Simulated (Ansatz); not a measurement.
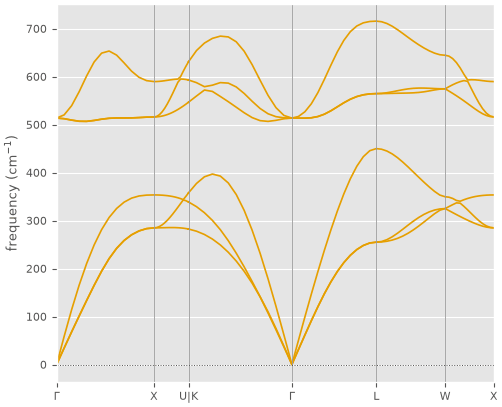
Figure: Phonon dispersion of TiC (rock salt, Fm-3m), PBE in the plane-wave PAW code Ansatz; imaginary frequencies are drawn negative

### Question
Is this phase dynamically stable?

### Answer
Yes, on this path no branch is imaginary.

### Question
How high does the spectrum reach?

### Answer
About 720 cm⁻¹ (21.5 THz).

The cell was relaxed with PBE under the symmetry of its start. No spin polarisation was allowed. As this level gives no gap, phonon frequencies hold no LO–TO term and depend on the k-mesh and smearing (Fermi–Dirac, 0.1 eV here).

Potentials: the later of the program's two PAW sets.
